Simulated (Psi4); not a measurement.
# AlHOF2 (SMILES [OH][Al]([F])[F]), step by step

We compute a geometry optimisation (B97-3c/def2-mTZVP), then vibrational wavenumbers, then the energy (CCSD(T)/cc-pVDZ) of AlHOF2. 

Program for the calculation: Psi4 1.11.

## 1. The structure to begin with

AlHOF2 has 5 atoms, charge 0, and is taken as a singlet. SMILES: `[OH][Al]([F])[F]`. All atoms were displaced at random from a relaxed shape. The run starts from this shape.

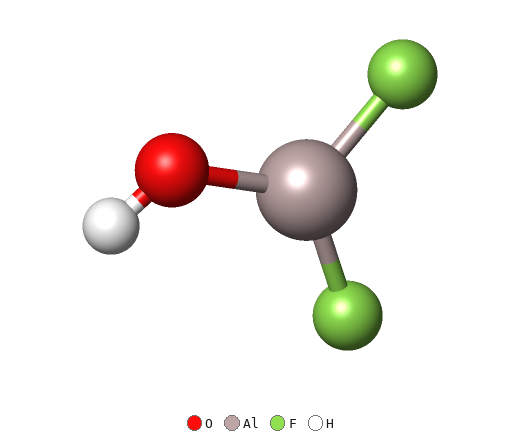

Viewed from a chosen angle; oxygen red, aluminium light grey, fluorine green, hydrogen white.

## 2. A structure relaxation at B97-3c/def2-mTZVP (density fitting) (run 1)

The input, alf2ho.inp:

```
memory 1600 mb

molecule mol {
  0 1
  O
  Al 1 R2
  F 2 R3 1 A3
  F 2 R4 3 A4 1 D4
  H 1 R5 2 A5 4 D5

  R2 = 1.654667
  R3 = 1.585663
  A3 = 118.79807
  R4 = 1.548825
  A4 = 116.67999
  D4 = -179.17453
  R5 = 0.87012
  A5 = 123.7378
  D5 = -8.5421
}

set {
  geom_maxiter 60
}

energy_value, wavefunction = optimize("b97-3c", return_wfn=True)
```

Command:

```bash
$ psi4 alf2ho.inp alf2ho.out -n 1
```

alf2ho.out:

```text
Psi4 1.11 release

gradient() will perform analytic gradient computation.

   => Loading Basis Set <=

    Name: DEF2-MTZVP
    Role: ORBITAL
    Keyword: BASIS

   => B973C: Empirical Dispersion <=

        s6 =       1.000000
        s8 =       1.500000
        a1 =       0.370000
        a2 =       4.100000
        s9 =       1.000000

         ---------------------------------------------------------
                                   SCF
                              RKS Reference
                        1 Threads,   1525 MiB Core
         ---------------------------------------------------------

  ==> Geometry <==

    Molecular point group: c1
    Full point group: C1

    Geometry (in Angstrom), charge = 0, multiplicity = 1:

       Center              X                  Y                   Z               Mass
    ------------   -----------------  -----------------  -----------------  -----------------
         O           -0.003436702642     0.017493613050    -1.685949465144    15.994914619570
         AL          -0.003436702642     0.017493613050    -0.031282465144    26.981538530000
         F           -0.003436702642    -1.372059197186     0.732569704542    18.998403162730
         F            0.016500961580     1.293515649291     0.846344524640    18.998403162730
         H           -0.099722436984     0.734639965709    -2.169208174977     1.007825032230

  Running in c1 symmetry.

  Rotational constants: A =      0.24755  B =      0.22757  C =      0.11859 [cm^-1]
  Rotational constants: A =   7421.43095  B =   6822.46954  C =   3555.15403 [MHz]
  Nuclear repulsion =  166.234546761464742

  Charge       = 0
  Multiplicity = 1
  Electrons    = 40
  Nalpha       = 20
  Nbeta        = 20

  ==> Algorithm <==

  SCF Algorithm Type is DF.
  DIIS enabled.
  MOM disabled.
  Fractional occupation disabled.
  Guess Type is SAD.
  Energy threshold   = 1.00e-08
  Density threshold  = 1.00e-08
  Integral threshold = 1.00e-12

  ==> Primary Basis <==

  Basis Set: DEF2-MTZVP
    Blend: DEF2-MTZVP
    Number of shells: 41
    Number of basis functions: 87
    Number of Cartesian functions: 92
    Spherical Harmonics?: true
    Max angular momentum: 2

  ==> DFT Potential <==

   => LibXC <=

    Version 7.1.2

   => Composite Functional: B973C <=

    Deriv               =              1
    GGA                 =           TRUE
    Meta                =          FALSE

    Exchange Hybrid     =          FALSE
    MP2 Hybrid          =          FALSE

   => Exchange-Correlation Functionals <=

   => LibXC Density Thresholds  <==

    XC_GGA_XC_B97_3C:  1.00E-14

   => Molecular Quadrature <=

    Radial Scheme          =       TREUTLER
    Pruning Scheme         =           NONE
    Nuclear Scheme         =       TREUTLER

    Blocking Scheme        =         OCTREE
    BS radius alpha        =              1
    Pruning alpha          =              1
    Radial Points          =             75
    Spherical Points       =            302
    Total Points           =         109300
    Total Blocks           =            887
    Max Points             =            256
    Max Functions          =             83
    Weights Tolerance      =       1.00E-15

   => Loading Basis Set <=

    Name: (DEF2-MTZVP AUX)
    Role: JKFIT
    Keyword: DF_BASIS_SCF

  ==> Integral Setup <==

  DFHelper Memory: AOs need 0.023 GiB; user supplied 0.901 GiB.
  SCF_SUBTYPE=INCORE selected. In-core MEM_DF algorithm will be used.
  Using in-core AOs.

  ==> MemDFJK: Density-Fitted J/K Matrices <==

    J tasked:                   Yes
    K tasked:                    No
    wK tasked:                   No
    Memory [MiB]:               923
    Algorithm:                 Core
    Schwarz Cutoff:           1E-12
    Mask sparsity (%):       2.0082
    Fitting Condition:        1E-10

   => Auxiliary Basis Set <=

  Basis Set: (DEF2-MTZVP AUX)
    Blend: DEF2-UNIVERSAL-JKFIT
    Number of shells: 119
    Number of basis functions: 377
    Number of Cartesian functions: 454
    Spherical Harmonics?: true
    Max angular momentum: 4

  Cached 100.0% of DFT collocation blocks in 0.216 [GiB].

  Minimum eigenvalue in the overlap matrix is 4.0009347244E-03.
  Reciprocal condition number of the overlap matrix is 7.8585050493E-04.
    Using symmetric orthogonalization.

  ==> Pre-Iterations <==

  SCF Guess: Superposition of Atomic Densities via on-the-fly atomic UHF (no occupation information).

   -------------------------
    Irrep   Nso     Nmo
   -------------------------
     A         87      87
   -------------------------
    Total      87      87
   -------------------------

  ==> Iterations <==

                           Total Energy        Delta E     RMS |[F,P]|

[... 5 lines left out ...]
   @DF-RKS iter   5:  -517.97367662629028   -1.90773e-02   2.92597e-04 ADIIS/DIIS
[... 5 lines left out ...]
   @DF-RKS iter  11:  -517.97387455178466   -1.43700e-10   1.92054e-08 DIIS
[... 41 lines left out ...]
    One-Electron Energy =               -1052.6662047602296752
[... 19 lines left out ...]
 Dipole X            :          0.0303542           -0.1026402           -0.0722860
[... 130 lines left out ...]
	   Step    Total Energy     Delta E     Max Force     RMS Force      Max Disp      RMS Disp   ~
[... 153 lines left out ...]
   @DF-RKS iter   2:  -517.99012995663247    4.47901e-04   6.03183e-04 ADIIS/DIIS
[... 5 lines left out ...]
   @DF-RKS iter   8:  -517.99104228527744   -4.99085e-11   1.74050e-07 DIIS
[... 19 lines left out ...]
    Nuclear Repulsion Energy =            161.5602843809205638
[... 5 lines left out ...]
    Total Energy =                       -517.9910422853469072
[... 109 lines left out ...]
	Measures of convergence in internal coordinates in au.
[... 120 lines left out ...]
   @DF-RKS iter   1:  -517.99223059536189   -1.27586e-02   1.07163e-04 ADIIS/DIIS
[... 5 lines left out ...]
   @DF-RKS iter   7:  -517.99225935059076   -8.71978e-11   1.16758e-07 DIIS
[... 19 lines left out ...]
    Nuclear Repulsion Energy =            159.9848128894539059
[... 5 lines left out ...]
    Total Energy =                       -517.9922593506204294
[... 109 lines left out ...]
	Measures of convergence in internal coordinates in au.
[... 120 lines left out ...]
   @DF-RKS iter   1:  -517.99238450395274   -3.81157e-03   4.77647e-05 DIIS
[... 5 lines left out ...]
   @DF-RKS iter   7:  -517.99239188591980   -1.01181e-10   1.07373e-07 DIIS
[... 19 lines left out ...]
    Nuclear Repulsion Energy =            159.5400423033213997
[... 5 lines left out ...]
    Total Energy =                       -517.9923918859475407
[... 109 lines left out ...]
	Measures of convergence in internal coordinates in au.
[... 120 lines left out ...]
   @DF-RKS iter   1:  -517.99242911866475   -1.99806e-03   4.38314e-05 DIIS
[... 5 lines left out ...]
   @DF-RKS iter   7:  -517.99243545073068   -1.30512e-10   2.24278e-08 DIIS
[... 19 lines left out ...]
    One-Electron Energy =               -1039.0694952053750058
[... 19 lines left out ...]
 Dipole X            :         -0.0011499           -0.0640596           -0.0652095
[... 99 lines left out ...]
	   Step    Total Energy     Delta E     Max Force     RMS Force      Max Disp      RMS Disp
[... 116 lines left out ...]
   @DF-RKS iter   2:  -517.99246369448235   -1.34649e-07   1.62071e-05 DIIS
[... 5 lines left out ...]
   @DF-RKS iter   8:  -517.99246436600981    7.95808e-13   9.95730e-09 DIIS
[... 19 lines left out ...]
    Two-Electron Energy =                 410.1534122302480228
[... 19 lines left out ...]
 Dipole Y            :         -0.2922468            0.8145634            0.5223166
[... 100 lines left out ...]
	  Convergence Criteria     1.00e-06 *    3.00e-04 *             o    1.20e-03 *             o
[... 104 lines left out ...]
   @DF-RKS iter   3:  -517.99247472104287   -3.13637e-07   7.89711e-06 DIIS
[... 5 lines left out ...]
  Energy and wave function converged.
[... 19 lines left out ...]
    DFT Exchange-Correlation Energy =     -48.4914022218334182
[... 19 lines left out ...]
 Dipole Z            :          2.9907807           -3.5850524           -0.5942717
[... 179 lines left out ...]
    Weights Tolerance      =       1.00E-15
[... 25 lines left out ...]
   @DF-RKS iter   4:  -517.99247361641631   -4.76203e-08   4.78777e-07 DIIS
[... 11 lines left out ...]
    Final Occupation by Irrep:
[... 13 lines left out ...]
    Empirical Dispersion Energy =          -0.0163872635766606
[... 61 lines left out ...]
    Weights Tolerance      =       1.00E-15
[... 156 lines left out ...]
                           Total Energy        Delta E     RMS |[F,P]|
[... 6 lines left out ...]
   @DF-RKS iter   5:  -517.99247235627251   -4.94538e-11   2.38995e-08 DIIS
[... 19 lines left out ...]
    Nuclear Repulsion Energy =            159.3547344366956509
[... 5 lines left out ...]
    Total Energy =                       -517.9924723562739928
[... 109 lines left out ...]
	Measures of convergence in internal coordinates in au.
[... 109 lines left out ...]
   @DF-RKS iter   1:  -517.99247153943008   -4.83628e-05   2.64078e-06 DIIS
[... 5 lines left out ...]
  Energy and wave function converged.
[... 28 lines left out ...]
    Final Occupation by Irrep:
              A
    DOCC [    20 ]
    NA   [    20 ]
    NB   [    20 ]

  @DF-RKS Final Energy:  -517.99247156478782

   => Energetics <=

    Nuclear Repulsion Energy =            159.3466071879494450
    One-Electron Energy =               -1038.9520054696890838
    Two-Electron Energy =                 410.1201299590755980
    DFT Exchange-Correlation Energy =     -48.4908233769297254
    Empirical Dispersion Energy =          -0.0163798651940893
    VV10 Nonlocal Energy =                  0.0000000000000000
    Total Energy =                       -517.9924715647878202

Computation Completed

Properties will be evaluated at   0.000000,   0.000000,   0.000000 [a0]

Properties computed using the SCF density matrix

 Multipole Moments:

 ------------------------------------------------------------------------------------
     Multipole            Electronic (a.u.)      Nuclear  (a.u.)        Total (a.u.)
 ------------------------------------------------------------------------------------

 L = 1.  Multiply by 2.5417464519 to convert [e a0] to [Debye]
 Dipole X            :          0.0003427           -0.0012824           -0.0009398
 Dipole Y            :         -0.3008480            0.8179467            0.5170988
 Dipole Z            :          2.9952172           -3.5825330           -0.5873159
 Magnitude           :                                                    0.7825164

 ------------------------------------------------------------------------------------

	total time  =          2 seconds =       0.03 minutes

         ------------------------------------------------------------
                                   SCF GRAD
         ------------------------------------------------------------

  ==> Geometry <==

    Molecular point group: c1
    Full point group: C1

    Geometry (in Angstrom), charge = 0, multiplicity = 1:

       Center              X                  Y                   Z               Mass
    ------------   -----------------  -----------------  -----------------  -----------------
         O           -0.000067392584     0.006098311347    -1.719047703721    15.994914619570
         AL          -0.000067392584     0.006098311347    -0.030290866190    26.981538530000
         F           -0.000067392584    -1.446697084587     0.740165230293    18.998403162730
         F            0.000284347932     1.389359840863     0.868126814884    18.998403162730
         H           -0.001215995735     0.820809420445    -2.224260347603     1.007825032230

  Nuclear repulsion =  159.346607187949417

   => Molecular Quadrature <=

    Radial Scheme          =       TREUTLER
    Pruning Scheme         =           NONE
    Nuclear Scheme         =       TREUTLER

    Blocking Scheme        =         OCTREE
    BS radius alpha        =              1
    Pruning alpha          =              1
    Radial Points          =             75
    Spherical Points       =            302
    Total Points           =         109415
    Total Blocks           =            889
    Max Points             =            256
    Max Functions          =             83
    Weights Tolerance      =       1.00E-15

  -Total Gradient:
     Atom            X                  Y                   Z
    ------   -----------------  -----------------  -----------------
       1        0.000015376642    -0.000128677247    -0.000093510176
       2       -0.000010152168     0.000110487918     0.000038076209
       3       -0.000000414769     0.000024568440    -0.000044630614
       4        0.000005024780    -0.000016836197    -0.000098326973
       5       -0.000009673193     0.000093988457    -0.000116256563

	total time  =          0 seconds =       0.00 minutes

    			-----------------------------------------

    			 OPTKING 3.0: for geometry optimizations

    			        with contributions from

    			-----------------------------------------

	                            ===> Fragment 1 <==

	 Z (Atomic Numbers)          Masses                          Geom
	       8.000000            15.994915         -0.00012735  0.01152414 -3.24852936
	      13.000000            26.981539         -0.00012735  0.01152414 -0.05724144
	       9.000000            18.998403         -0.00012735 -2.73386128  1.39870957
	       9.000000            18.998403          0.00053734  2.62550959  1.64052192
	       1.000000             1.007825         -0.00229790  1.55110501 -4.20324289

	 - Coordinate -           - BOHR/RAD -       - ANG/DEG -
	 R(1,2)           =         3.191288           1.688757
	 R(1,5)           =         1.811572           0.958642
	 R(2,3)           =         3.107561           1.644450
[... 6 lines of this table left out ...]
	 D(4,2,1,5)       =        -0.001664          -0.095347

	        --- Internal Coordinate Step in ANG or DEG, aJ/ANG or AJ/DEG ---
	-------------------------------------------------------------------------------
	           Coordinate      Previous         Force          Change          New
	           ----------      --------        ------          ------        ------
	               R(1,2)       1.68876       -0.00063       -0.00014       1.68862
	               R(1,5)       0.95864       -0.00090       -0.00008       0.95856
	               R(2,3)       1.64445       -0.00005        0.00006       1.64451
[... 6 lines of this table left out ...]
	           D(4,2,1,5)      -0.09535        0.00000        0.06928      -0.02607
	-------------------------------------------------------------------------------

	                                 ==> Convergence Check <==

	Measures of convergence in internal coordinates in au.

	Criteria marked as inactive (o), active & met (*), and active & unmet ( ).

	----------------------------------------------------------------------------------------------
	   Step    Total Energy     Delta E     Max Force     RMS Force      Max Disp      RMS Disp
	----------------------------------------------------------------------------------------------
	  Convergence Criteria     1.00e-06 *    3.00e-04 *             o    1.20e-03 *             o
	----------------------------------------------------------------------------------------------
	    10    -517.99247156    7.91e-07 *    1.09e-04 *    4.85e-05 o    1.21e-03      5.30e-04 o  ~
	----------------------------------------------------------------------------------------------

Next Geometry in Ang
	Fragment 1 (Ang)

	    O  -0.0004616009   0.0062479992  -1.7189161649
	   Al  -0.0000755356   0.0060033590  -0.0302944692
	    F   0.0000633251  -1.4468459199   0.7401949791
	    F   0.0002291768   1.3894515359   0.8679180969
	    H  -0.0008891910   0.8208118252  -2.2242093143

    Final optimized geometry and variables:
    Molecular point group: c1
    Full point group: C1

    Geometry (in Angstrom), charge = 0, multiplicity = 1:

    O
    AL            1          R2
    F             2          R3      1          A3
    F             2          R4      3          A4      1          D4
    H             1          R5      2          A5      4          D5

    A3        =  117.9381984968
    A4        =  119.0583881340
    A5        =  121.8035482356
    D4        = -179.9860221078
    D5        =   -0.0953465524
    R2        =    1.6887568375
    R3        =    1.6444503821
    R4        =    1.6494141119
    R5        =    0.9586424391

    Psi4 run time: 0:00:33.31

[set-up sections that repeat, and orbital energies of the middle runs, are left out above]
```

On the terminal:

```text
Optimizer: Optimization complete!
```

Run time: 35 s. Hardware: 1 thread of AMD EPYC 9R45 (Zen 5), shared host; peak memory 0.51 GiB.

Step by step:

| step | energy from the first frame kept (eV) | largest force (eV/Å) |
| --- | --- | --- |
| 0 | 0.0000 | 6.2335 |
| 1 | -0.4672 | 1.2898 |
| 2 | -0.5003 | 0.3988 |
| 3 | -0.5039 | 0.1105 |
| 4 | -0.5051 | 0.0946 |
| 5 | -0.5059 | 0.0568 |
| 6 | -0.5061 | 0.0353 |
| 7 | -0.5061 | 0.0205 |
| 8 | -0.5061 | 0.0140 |
| 9 | -0.5060 | 0.0082 |

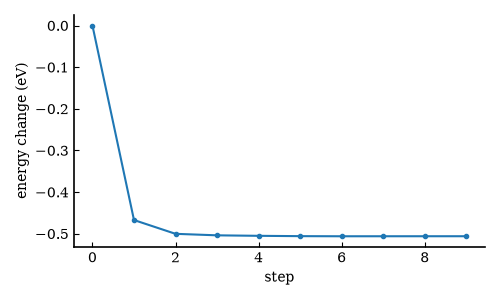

Energy along the run.

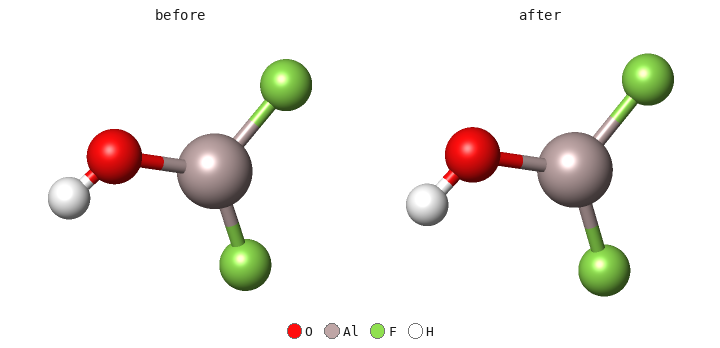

Before and after, at one scale.

After the run. Bond lengths: O1–Al2 1.689 Å, Al2–F3 1.644 Å, Al2–F4 1.649 Å, O1–H5 0.959 Å. Angles: O1–Al2–F3 117.9°, O1–Al2–F4 123.0°, F3–Al2–F4 119.1°, Al2–O1–H5 121.8°.

(Part 1 of 2 ends here.)
